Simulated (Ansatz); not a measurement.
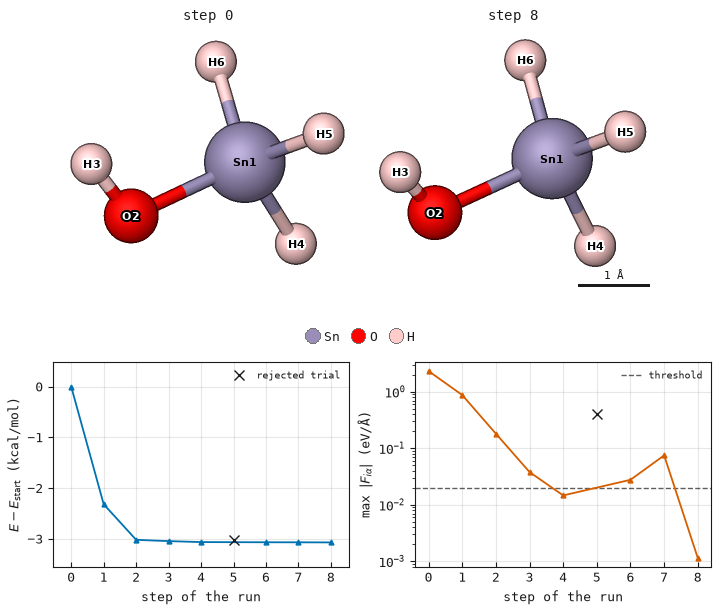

First and last geometry of a relaxation of SnH₄O, with the history of the run. A ball-and-stick model, seen at a tilt.

The run prepares the start of a later molecular dynamics calculation, from a guessed geometry.

Theory: Ansatz, RKS BHLYP-D4/def2-SVP. Settings: no spin polarisation; force threshold 0.02 eV/Å; at most 40 steps.

Q: What do the curves and the structures tell?

A: It converged. The energy falls by 3.07 kcal/mol in 7 accepted moves (8 points after the start). Largest force component: 2.3 eV/Å at the start, 0.0011 eV/Å at the end. The line search rejected the trial step at point 5 of the run. The forces were under the threshold at step 4, but the run went on from there. The atom that moves furthest after the best rigid fit is H3 (0.16 Å). By element the largest moves are H 0.16 Å, O 0.11 Å, Sn 0.07 Å. Some distances before and after: O2–H3 1.010 → 0.954 Å, Sn1–H4 1.740 → 1.698 Å, Sn1–H5 1.739 → 1.708 Å, Sn1–O2 1.960 → 1.979 Å. Among the angles between lasting bonds that change: O2–Sn1–H4 109.4° → 103.3°, Sn1–O2–H3 109.5° → 115.1°, H4–Sn1–H5 109.5° → 112.4°.

```
step  E − E(0), kcal/mol  largest force component, eV/Å      note
   0                0.00                         2.3216          
   1               -2.32                         0.8744          
   2               -3.02                         0.1811          
   3               -3.04                         0.0379          
   4               -3.06                         0.0146          
   5               -3.02                         0.4117  rejected
   6               -3.07                         0.0277          
   7               -3.07                         0.0749          
   8               -3.07                         0.0011
```
